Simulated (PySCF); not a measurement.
## Electronic structure of C₆H₈ClFO in real space

```yaml
atoms:
  - { symbol: F, position_ang: [-2.9335, -0.9273, -0.0020] }
  - { symbol: C, position_ang: [-2.2527, 0.2497, 0.1600] }
  - { symbol: C, position_ang: [-0.8061, 0.0791, -0.3033] }
  - { symbol: C, position_ang: [-0.0139, -0.8750, 0.5896] }
  - { symbol: C, position_ang: [1.4092, -0.9964, 0.0510] }
  - { symbol: C, position_ang: [1.9333, 0.3694, -0.2881] }
  - { symbol: C, position_ang: [1.1139, 1.4057, -0.4004] }
  - { symbol: Cl, position_ang: [1.6689, 3.0038, -0.7234] }
  - { symbol: O, position_ang: [-0.2379, 1.3830, -0.2940] }
  - { symbol: H, position_ang: [-2.7600, 1.0109, -0.4393] }
  - { symbol: H, position_ang: [-2.2980, 0.5118, 1.2211] }
  - { symbol: H, position_ang: [-0.8049, -0.3027, -1.3359] }
  - { symbol: H, position_ang: [-0.5136, -1.8429, 0.6143] }
  - { symbol: H, position_ang: [0.0092, -0.4644, 1.6013] }
  - { symbol: H, position_ang: [1.4290, -1.6323, -0.8394] }
  - { symbol: H, position_ang: [2.0573, -1.4602, 0.7967] }
  - { symbol: H, position_ang: [2.9928, 0.4999, -0.4180] }
```

Geometry: GFN2-xTB.

Theory: PBE0/def2-SVPD, SCF density, gas phase (PySCF 2.14.0).

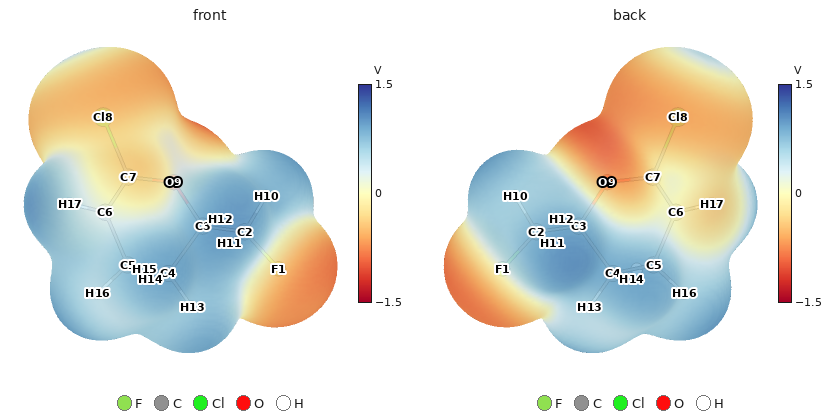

Figure 1. The molecular electrostatic potential painted on the density surface at 0.002 e/bohr³, seen from the front and from behind; red is negative and blue positive.

Q: Where is the surface potential most negative and most positive?

A: The most negative region (about −1.0 V, or −23 kcal/mol for a unit charge) lies over O9, the most positive (about +1.0 V, or +23 kcal/mol for a unit charge) over H11, H12 and H17. Cl8 shows a σ-hole: about +0.5 V, or +12 kcal/mol for a unit charge at the tip opposite its bond, against about −0.6 V, or −14 kcal/mol for a unit charge on its flanks.

Q: What dipole moment does the calculation give?

A: Its dipole moment is 1.71 D.

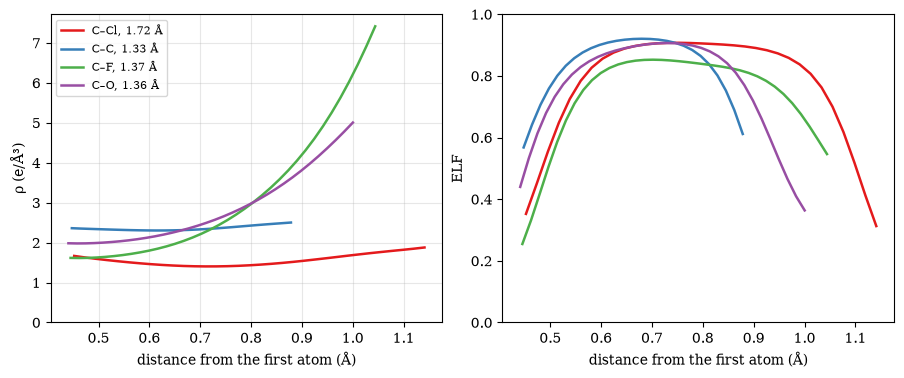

Figure 2. Total electron density and electron localisation function along straight lines between neighbouring atoms. The curves leave out the atomic cores.

Q: What can be read from the curves?

A: C–Cl (1.72 Å): the density is about 1.5 e/Å³ at the midpoint; the ELF peaks at about 0.90 between the atoms, as expected for a shared electron pair.
C–C (1.33 Å): the density is about 2.3 e/Å³ at the midpoint; the ELF peaks at about 0.90 between the atoms: a short, multiple covalent bond.
C–F (1.37 Å): the density is about 2.1 e/Å³ at the midpoint, with its minimum of 1.6 e/Å³ about 0.5 Å from C; the ELF peaks at about 0.85 between the atoms, as expected for a shared but strongly polarised pair.
C–O (1.36 Å): ρ at the midpoint is about 2.4 e/Å³, with its minimum of 2 e/Å³ about 0.5 Å from C; the ELF peaks at about 0.90 between the atoms (a shared but strongly polarised pair).
